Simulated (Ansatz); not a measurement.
**FeSi16: geometry relaxation (part 3 of 3)**

FeSi16 (defect cell, 17 atoms in the cell); DFT r2SCAN, scalar-relativistic, plane waves, PAW, PAW set soft_1, spin-polarised (Ansatz 0.2.0); cutoff 500 eV, 2×2×2 k-mesh, Gaussian smearing of 0.05 eV, collinear spins. It belongs to a series of runs on one base structure; here: end point B relaxed.

Geometry of the input (Å; fractional positions):
```
0.0000  5.4300  5.4300
5.4300  0.0000  5.4300
5.4300  5.4300  0.0000
Si 0.0000  0.0000  0.0000
Si 0.1250  0.1250  0.1250
Si -0.0000  0.0000  0.5000
Si 0.1250  0.1250  0.6250
Si -0.0000  0.5000  0.0000
Si 0.1250  0.6250  0.1250
Si -0.0000  0.5000  0.5000
Si 0.1250  0.6250  0.6250
Si 0.5000  -0.0000  0.0000
Si 0.6250  0.1250  0.1250
Si 0.5000  0.0000  0.5000
Si 0.6250  0.1250  0.6250
Si 0.5000  0.5000  0.0000
Si 0.6250  0.6250  0.1250
Si 0.5000  0.5000  0.5000
Si 0.6250  0.6250  0.6250
Fe 0.3815  0.8686  0.3852
```

### Trajectory as extended XYZ, continued
```
17
Lattice="0.0000 5.4300 5.4300 5.4300 0.0000 5.4300 5.4300 5.4300 0.0000" Properties=species:S:1:pos:R:3:forces:R:3 step=5 energy=-14708.02810
Si   -0.0027    0.0043   -0.0045    0.0010   0.0007   0.0037
Si    1.3571    1.3467    1.3573    0.0041   0.0021  -0.0041
Si    2.7146    2.7248   -0.0002   -0.0009  -0.0071  -0.0032
Si    4.0958    4.0789    1.3696   -0.0036   0.0037   0.0122
Si    2.7187    0.0049    2.7170   -0.0038   0.0006  -0.0010
Si    4.0735    1.3481    4.0710    0.0021   0.0003  -0.0019
Si    5.4252    2.6951    2.7184    0.0011   0.0027  -0.0013
Si    6.7773    4.0764    4.0478   -0.0082   0.0005   0.0017
Si   -0.0001    2.7241    2.7143   -0.0072  -0.0073   0.0046
Si    1.3709    4.0779    4.0946    0.0129   0.0104  -0.0095
Si    2.7473    5.4430    2.7459   -0.0070  -0.0147  -0.0021
Si    4.0762    6.8252    4.0767    0.0055   0.0192   0.0012
Si    2.7207    2.6947    5.4226   -0.0020   0.0005   0.0019
Si    4.0487    4.0753    6.7759    0.0070   0.0074  -0.0089
Si    5.4034    5.4373    5.4023   -0.0008  -0.0126   0.0029
Si    6.7907    6.7871    6.7881   -0.0010  -0.0054   0.0054
Fe    6.7908    4.1195    6.7910    0.0008  -0.0010  -0.0015
17
Lattice="0.0000 5.4300 5.4300 5.4300 0.0000 5.4300 5.4300 5.4300 0.0000" Properties=species:S:1:pos:R:3:forces:R:3 step=6 energy=-14708.02818
Si   -0.0026    0.0038   -0.0038    0.0005   0.0005  -0.0008
Si    1.3576    1.3473    1.3567    0.0008  -0.0006   0.0001
Si    2.7147    2.7254   -0.0006   -0.0028  -0.0019  -0.0014
Si    4.0956    4.0789    1.3712   -0.0010   0.0025   0.0032
Si    2.7178    0.0046    2.7166    0.0002   0.0009  -0.0013
Si    4.0731    1.3471    4.0714   -0.0010   0.0002   0.0016
Si    5.4247    2.6940    2.7185   -0.0009  -0.0010  -0.0004
Si    6.7760    4.0760    4.0473   -0.0001   0.0005   0.0005
Si    0.0004    2.7252    2.7137   -0.0020  -0.0009  -0.0021
Si    1.3724    4.0788    4.0944    0.0035   0.0022  -0.0008
Si    2.7481    5.4431    2.7468   -0.0041  -0.0037  -0.0028
Si    4.0773    6.8277    4.0766    0.0030   0.0043   0.0012
Si    2.7200    2.6938    5.4232    0.0000  -0.0002  -0.0011
Si    4.0485    4.0759    6.7748    0.0002   0.0003  -0.0004
Si    5.4029    5.4367    5.4016    0.0004  -0.0048   0.0017
Si    6.7903    6.7855    6.7889    0.0023  -0.0004   0.0016
Fe    6.7914    4.1194    6.7904    0.0011   0.0021   0.0011
17
Lattice="0.0000 5.4300 5.4300 5.4300 0.0000 5.4300 5.4300 5.4300 0.0000" Properties=species:S:1:pos:R:3:forces:R:3 step=7 energy=-14708.02819
Si   -0.0026    0.0035   -0.0038   -0.0009  -0.0006  -0.0004
Si    1.3576    1.3471    1.3563    0.0005   0.0002   0.0006
Si    2.7144    2.7254   -0.0007   -0.0024   0.0000  -0.0026
Si    4.0953    4.0792    1.3717   -0.0003   0.0010   0.0013
Si    2.7176    0.0045    2.7164   -0.0005   0.0001   0.0001
Si    4.0726    1.3467    4.0717    0.0007   0.0002  -0.0003
Si    5.4241    2.6935    2.7185   -0.0007   0.0000  -0.0009
Si    6.7756    4.0758    4.0469    0.0019  -0.0010   0.0004
Si    0.0006    2.7255    2.7131   -0.0024  -0.0009  -0.0027
Si    1.3729    4.0792    4.0941    0.0009   0.0012   0.0001
Si    2.7484    5.4436    2.7473   -0.0005   0.0025  -0.0018
Si    4.0783    6.8286    4.0769    0.0016  -0.0009   0.0024
Si    2.7196    2.6936    5.4231   -0.0008  -0.0007  -0.0008
Si    4.0482    4.0758    6.7744    0.0001  -0.0008   0.0024
Si    5.4030    5.4361    5.4018   -0.0004  -0.0002  -0.0016
Si    6.7904    6.7853    6.7892    0.0021  -0.0004   0.0027
Fe    6.7920    4.1198    6.7907    0.0009   0.0003   0.0011
17
Lattice="0.0000 5.4300 5.4300 5.4300 0.0000 5.4300 5.4300 5.4300 0.0000" Properties=species:S:1:pos:R:3:forces:R:3 step=8 energy=-14708.02822
Si   -0.0032    0.0029   -0.0042   -0.0019  -0.0018  -0.0017
Si    1.3573    1.3467    1.3557   -0.0001   0.0004   0.0020
Si    2.7137    2.7253   -0.0010   -0.0046   0.0012  -0.0040
Si    4.0942    4.0800    1.3724    0.0007   0.0017   0.0000
Si    2.7171    0.0045    2.7160    0.0002  -0.0005   0.0007
Si    4.0722    1.3466    4.0715    0.0007   0.0003  -0.0005
Si    5.4232    2.6933    2.7179   -0.0013  -0.0012  -0.0013
Si    6.7755    4.0751    4.0462    0.0055  -0.0015  -0.0004
Si    0.0005    2.7255    2.7122   -0.0031   0.0005  -0.0058
Si    1.3736    4.0802    4.0931   -0.0002   0.0006   0.0013
Si    2.7492    5.4452    2.7482    0.0006   0.0091  -0.0011
Si    4.0805    6.8294    4.0787    0.0017  -0.0065   0.0036
Si    2.7187    2.6934    5.4224   -0.0018  -0.0009  -0.0010
Si    4.0474    4.0753    6.7743   -0.0008  -0.0028   0.0058
Si    5.4037    5.4346    5.4026   -0.0021   0.0038  -0.0035
Si    6.7909    6.7851    6.7900    0.0047   0.0002   0.0039
Fe    6.7934    4.1202    6.7919    0.0020  -0.0026   0.0021
17
Lattice="0.0000 5.4300 5.4300 5.4300 0.0000 5.4300 5.4300 5.4300 0.0000" Properties=species:S:1:pos:R:3:forces:R:3 step=9 energy=-14708.02830
Si   -0.0041    0.0023   -0.0052   -0.0039  -0.0031  -0.0022
Si    1.3568    1.3460    1.3549    0.0006   0.0008   0.0033
Si    2.7127    2.7249   -0.0015   -0.0079   0.0016  -0.0063
Si    4.0927    4.0811    1.3731    0.0006   0.0029   0.0004
Si    2.7167    0.0045    2.7155   -0.0003  -0.0009   0.0017
Si    4.0714    1.3467    4.0712    0.0020   0.0006  -0.0013
Si    5.4221    2.6932    2.7170   -0.0019  -0.0015  -0.0027
Si    6.7755    4.0743    4.0453    0.0087  -0.0021  -0.0001
Si    0.0003    2.7254    2.7110   -0.0047  -0.0004  -0.0100
Si    1.3743    4.0814    4.0915   -0.0003   0.0021   0.0015
Si    2.7503    5.4475    2.7493    0.0002   0.0146  -0.0033
Si    4.0833    6.8301    4.0811    0.0023  -0.0094   0.0064
Si    2.7176    2.6936    5.4216   -0.0032  -0.0024  -0.0017
Si    4.0466    4.0747    6.7743   -0.0007  -0.0031   0.0094
Si    5.4050    5.4327    5.4038   -0.0023   0.0057  -0.0053
Si    6.7918    6.7851    6.7911    0.0072  -0.0006   0.0072
Fe    6.7953    4.1200    6.7936    0.0035  -0.0049   0.0030
17
Lattice="0.0000 5.4300 5.4300 5.4300 0.0000 5.4300 5.4300 5.4300 0.0000" Properties=species:S:1:pos:R:3:forces:R:3 step=10 energy=-14708.02852
Si   -0.0056    0.0011   -0.0066   -0.0063  -0.0058  -0.0043
Si    1.3560    1.3444    1.3536    0.0006   0.0019   0.0058
Si    2.7109    2.7241   -0.0023   -0.0128   0.0016  -0.0091
Si    4.0899    4.0829    1.3742    0.0010   0.0058  -0.0001
Si    2.7161    0.0047    2.7150    0.0001  -0.0021   0.0027
Si    4.0705    1.3472    4.0708    0.0030   0.0009  -0.0018
Si    5.4203    2.6932    2.7153   -0.0029  -0.0033  -0.0044
Si    6.7756    4.0730    4.0439    0.0138  -0.0017   0.0002
Si   -0.0001    2.7248    2.7089   -0.0065  -0.0014  -0.0162
Si    1.3754    4.0835    4.0888   -0.0010   0.0038   0.0025
Si    2.7519    5.4514    2.7509   -0.0017   0.0240  -0.0068
Si    4.0879    6.8312    4.0851    0.0035  -0.0141   0.0099
Si    2.7156    2.6938    5.4202   -0.0056  -0.0040  -0.0023
Si    4.0452    4.0737    6.7744   -0.0007  -0.0040   0.0147
Si    5.4071    5.4295    5.4060   -0.0026   0.0100  -0.0071
Si    6.7932    6.7851    6.7929    0.0123  -0.0022   0.0114
Fe    6.7984    4.1195    6.7965    0.0057  -0.0093   0.0049
17
Lattice="0.0000 5.4300 5.4300 5.4300 0.0000 5.4300 5.4300 5.4300 0.0000" Properties=species:S:1:pos:R:3:forces:R:3 step=11 energy=-14708.02887
Si   -0.0082   -0.0008   -0.0092   -0.0064  -0.0061  -0.0026
Si    1.3547    1.3416    1.3518   -0.0042   0.0036   0.0035
Si    2.7080    2.7226   -0.0034   -0.0091   0.0052  -0.0062
Si    4.0856    4.0859    1.3758    0.0077   0.0018  -0.0102
Si    2.7154    0.0048    2.7143    0.0001  -0.0049   0.0048
Si    4.0690    1.3482    4.0702    0.0041  -0.0013  -0.0041
Si    5.4175    2.6935    2.7127   -0.0014  -0.0006  -0.0014
Si    6.7757    4.0713    4.0419    0.0144  -0.0044   0.0005
Si   -0.0007    2.7237    2.7056   -0.0021   0.0004  -0.0145
Si    1.3769    4.0868    4.0845   -0.0117  -0.0009   0.0100
Si    2.7541    5.4575    2.7533    0.0034   0.0309  -0.0047
Si    4.0950    6.8329    4.0913   -0.0016  -0.0213   0.0090
Si    2.7125    2.6945    5.4180   -0.0031  -0.0023  -0.0005
Si    4.0433    4.0723    6.7746   -0.0010  -0.0075   0.0158
Si    5.4106    5.4250    5.4095   -0.0025   0.0204  -0.0098
Si    6.7957    6.7852    6.7958    0.0082  -0.0005   0.0073
Fe    6.8031    4.1183    6.8010    0.0051  -0.0124   0.0031
17
Lattice="0.0000 5.4300 5.4300 5.4300 0.0000 5.4300 5.4300 5.4300 0.0000" Properties=species:S:1:pos:R:3:forces:R:3 step=12 energy=-14708.02889
Si   -0.0138   -0.0013   -0.0154    0.0034   0.0004   0.0087
Si    1.3512    1.3360    1.3496   -0.0060   0.0030  -0.0057
Si    2.7041    2.7185   -0.0037    0.0131   0.0076   0.0014
Si    4.0807    4.0910    1.3745    0.0085  -0.0168  -0.0148
Si    2.7148    0.0033    2.7131   -0.0013  -0.0009   0.0044
Si    4.0660    1.3516    4.0663    0.0021  -0.0010  -0.0054
Si    5.4148    2.6973    2.7095    0.0054   0.0101   0.0044
Si    6.7779    4.0697    4.0421   -0.0036  -0.0114  -0.0036
Si   -0.0023    2.7187    2.7027    0.0034   0.0049   0.0102
Si    1.3758    4.0910    4.0791   -0.0170  -0.0147   0.0098
Si    2.7552    5.4659    2.7541    0.0183   0.0127   0.0127
Si    4.1024    6.8307    4.1004   -0.0109  -0.0131  -0.0042
Si    2.7099    2.6982    5.4144    0.0053   0.0046   0.0043
Si    4.0437    4.0698    6.7764   -0.0040  -0.0098  -0.0012
Si    5.4180    5.4221    5.4168   -0.0008   0.0164  -0.0060
Si    6.8006    6.7892    6.7997   -0.0153   0.0073  -0.0112
Fe    6.8090    4.1118    6.8082   -0.0004   0.0004  -0.0039
17
Lattice="0.0000 5.4300 5.4300 5.4300 0.0000 5.4300 5.4300 5.4300 0.0000" Properties=species:S:1:pos:R:3:forces:R:3 step=13 energy=-14708.02889
Si   -0.0138   -0.0013   -0.0154    0.0035   0.0004   0.0087
Si    1.3512    1.3360    1.3496   -0.0060   0.0030  -0.0057
Si    2.7041    2.7185   -0.0037    0.0131   0.0075   0.0013
Si    4.0807    4.0910    1.3745    0.0085  -0.0169  -0.0148
Si    2.7148    0.0033    2.7131   -0.0013  -0.0008   0.0043
Si    4.0660    1.3516    4.0663    0.0021  -0.0010  -0.0054
Si    5.4148    2.6973    2.7095    0.0054   0.0102   0.0043
Si    6.7779    4.0697    4.0421   -0.0036  -0.0114  -0.0036
Si   -0.0023    2.7187    2.7027    0.0034   0.0048   0.0103
Si    1.3758    4.0910    4.0791   -0.0170  -0.0147   0.0098
Si    2.7552    5.4659    2.7541    0.0183   0.0128   0.0128
Si    4.1024    6.8307    4.1004   -0.0108  -0.0131  -0.0041
Si    2.7099    2.6982    5.4144    0.0053   0.0047   0.0043
Si    4.0437    4.0698    6.7764   -0.0040  -0.0098  -0.0011
Si    5.4180    5.4221    5.4168   -0.0008   0.0165  -0.0060
Si    6.8006    6.7892    6.7997   -0.0153   0.0074  -0.0112
Fe    6.8090    4.1118    6.8082   -0.0005   0.0005  -0.0040
17
Lattice="0.0000 5.4300 5.4300 5.4300 0.0000 5.4300 5.4300 5.4300 0.0000" Properties=species:S:1:pos:R:3:forces:R:3 step=14 energy=-14708.02909
Si   -0.0113   -0.0003   -0.0126   -0.0018  -0.0005  -0.0004
Si    1.3523    1.3389    1.3512    0.0028  -0.0017   0.0011
Si    2.7066    2.7196   -0.0036   -0.0003   0.0008  -0.0023
Si    4.0834    4.0882    1.3731   -0.0004  -0.0006   0.0030
Si    2.7154    0.0040    2.7141   -0.0012   0.0008   0.0003
Si    4.0682    1.3508    4.0672    0.0012   0.0008  -0.0009
Si    5.4169    2.6975    2.7113   -0.0008   0.0014  -0.0023
Si    6.7780    4.0707    4.0432    0.0017  -0.0009  -0.0012
Si   -0.0024    2.7196    2.7054   -0.0028   0.0000   0.0003
Si    1.3743    4.0881    4.0822    0.0021   0.0009  -0.0010
Si    2.7532    5.4621    2.7520    0.0040  -0.0004   0.0029
Si    4.0971    6.8283    4.0958   -0.0008  -0.0008   0.0004
Si    2.7124    2.6977    5.4157   -0.0021  -0.0005  -0.0012
Si    4.0444    4.0706    6.7768   -0.0005   0.0006   0.0025
Si    5.4154    5.4251    5.4143   -0.0023  -0.0015  -0.0035
Si    6.7982    6.7896    6.7969    0.0002  -0.0002   0.0025
Fe    6.8058    4.1126    6.8048    0.0008   0.0019  -0.0002
17
Lattice="0.0000 5.4300 5.4300 5.4300 0.0000 5.4300 5.4300 5.4300 0.0000" Properties=species:S:1:pos:R:3:forces:R:3 step=15 energy=-14708.02910
Si   -0.0115    0.0000   -0.0125    0.0011  -0.0004  -0.0003
Si    1.3525    1.3391    1.3512   -0.0012   0.0012   0.0004
Si    2.7066    2.7200   -0.0039   -0.0008   0.0001  -0.0001
Si    4.0835    4.0881    1.3732   -0.0002   0.0018  -0.0004
Si    2.7154    0.0048    2.7144    0.0000  -0.0014  -0.0013
Si    4.0685    1.3516    4.0672   -0.0008  -0.0008   0.0007
Si    5.4172    2.6974    2.7104    0.0000  -0.0020   0.0005
Si    6.7782    4.0704    4.0424    0.0002   0.0015   0.0015
Si   -0.0026    2.7201    2.7053    0.0000   0.0006  -0.0009
Si    1.3744    4.0883    4.0825    0.0001   0.0002  -0.0001
Si    2.7541    5.4617    2.7530   -0.0019   0.0005  -0.0013
Si    4.0974    6.8288    4.0961    0.0010  -0.0019   0.0003
Si    2.7116    2.6972    5.4160   -0.0002  -0.0001   0.0006
Si    4.0435    4.0705    6.7770    0.0015  -0.0001  -0.0002
Si    5.4148    5.4239    5.4136   -0.0001   0.0002   0.0006
Si    6.7981    6.7881    6.7971    0.0016   0.0010  -0.0004
Fe    6.8062    4.1133    6.8048   -0.0003  -0.0002   0.0003
```

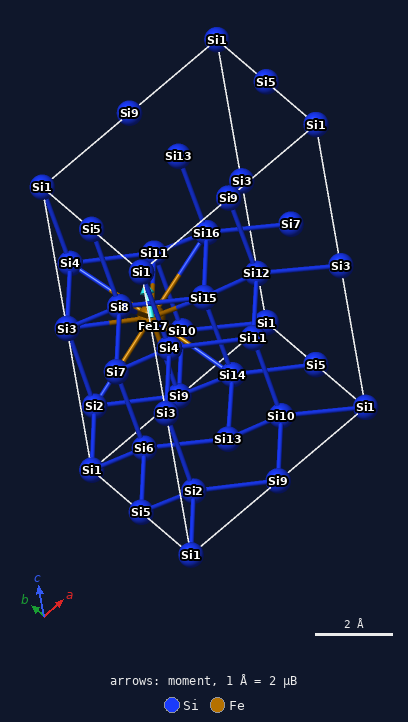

Figure 1. Magnetic moments of the sites as teal arrows (ball-and-stick view of the cell of the calculation, seen slightly off an axis; bonded neighbours outside the cell are drawn too; atoms are numbered from 1 in the order of the input); small moments hardly show. The run is collinear, so the axis drawn is arbitrary. Site moments: Fe17 (1.98 μB). They are counted near the atoms and needn't add up to the moment of the cell.

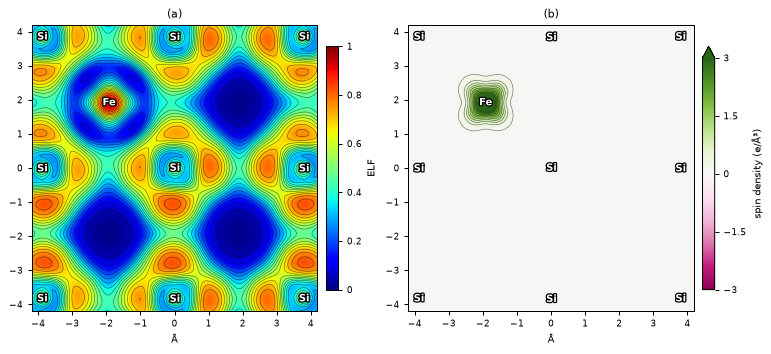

Figure 2. (a) electron localisation function; (b) spin density (up minus down) on the (101) plane of the calculation cell. The strong features right at Fe lie inside the PAW spheres (semicore, d or f shells) and say nothing about bonding. The spin density sits on Fe: +2.0 μB in one cell of 17 atoms. The cell of the calculation (17 atoms) carries 2.2 μB net. In a PAW calculation such maps are meaningful between the atoms, not at the nuclei.

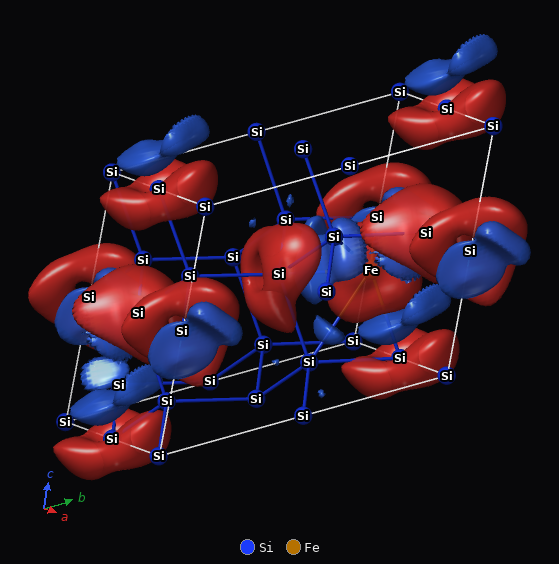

Figure 3. Isosurfaces of the spin density (up minus down) at +0.008 (red) and −0.008 e/Å³ (blue), seen slightly off an axis. Sticks mark near contacts. The outline is the calculation cell. The spin density sits on Fe: +2.0 μB in one cell of 17 atoms. The cell of the calculation (17 atoms) carries 2.2 μB net.

### Results in brief

- outcome: converged
- electrons treated: 80
- free energy: −14708.0291 eV
- Fermi energy: 7.254 eV
- net moment of the cell: 2.25 μB
- integrated absolute moment: 2.95 μB
- final volume: 320.21 Å³
- largest force (length of the vector) at the end: 0.002 eV/Å
- wall time: 3 min (CPU time 12 min)
- peak memory: 2.1 GiB

### Remarks

The electronic state found may not be the lowest one. The k-point mesh is coarse for a cell of this size, so the results may not be converged.
